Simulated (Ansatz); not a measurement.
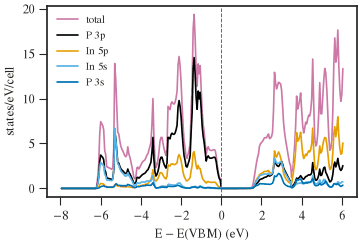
Total and projected density of states of InP in space group Pm-3n (No. 223; In on 6c, P on 6d), the program Ansatz at the r²SCAN level (PAW)

Problem. Which orbitals carry the states next to the gap?

Solution. Top 1 eV of the valence band: P 3p 81 %, In 5p 15 %. Bottom 1 eV of the conduction band: In 5p 33 %, In 5s 30 %, P 3p 20 %, P 3s 11 %, outside the projected shells 7 %. Projections are on Löwdin-orthogonalised atomic valence shells; empty p or d shells of many metals are not among them.

Problem. Where is the tallest occupied peak in this window, and what makes it?

Solution. Near -1.3 eV, about 19 states/eV per cell; the largest projected share is P 3p.

The start of the workflow was typed in or built on a structure type; neither database checked (COD, Materials Project) lists it. It is not the phase usual at ambient conditions (space group No. 216). The r²SCAN relaxation kept the symmetry of its start; whether a distortion lowers the energy is not shown. The volume moved by 28 % from the start of the relaxation. Spin–orbit coupling is left out wherever it is not named.

Potentials: the earlier of the program's two PAW sets. The files were generated under PBE; for other functionals the program regenerates the frozen cores, and for LDA and PBEsol the local potential too.
